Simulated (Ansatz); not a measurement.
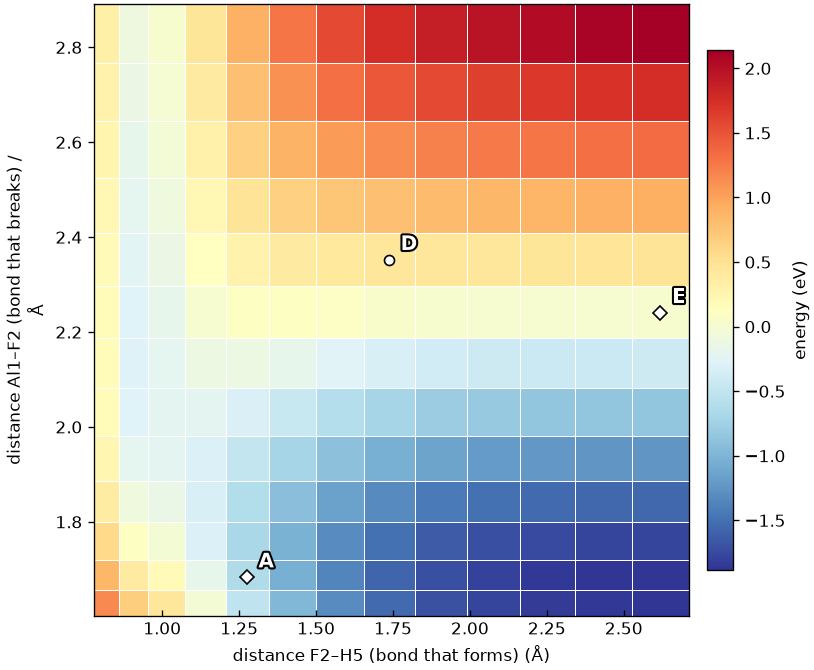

The reacting system AlFH₄ (fragments AlFH₂ + H₂ where the first distance is long, AlH₃ + FH where the second is long). The first coordinate is: distance F2–H5 (bond that forms); the second: distance Al1–F2 (bond that breaks). Relaxed at each point: all other coordinates. The grid has 13 × 13 points. Points are written as (first, second). Energies: eV, counted from a guessed transition structure relaxed with its forming and breaking bonds held. Energies and slopes of some neighbouring points disagree (a jump in structure or state, or too coarse a mesh). The reference is spin-restricted, so regions where a bond is pulled apart into radicals are unreliable. These are results of RHF-MP2, frozen core/def2-TZVP (Ansatz), not measurements.

Drawn: one coloured cell a grid point, lettered points.

Rank the lettered points by energy, lowest first.

Answer. A (−0.64 eV), E (0.027 eV), D (0.43 eV).
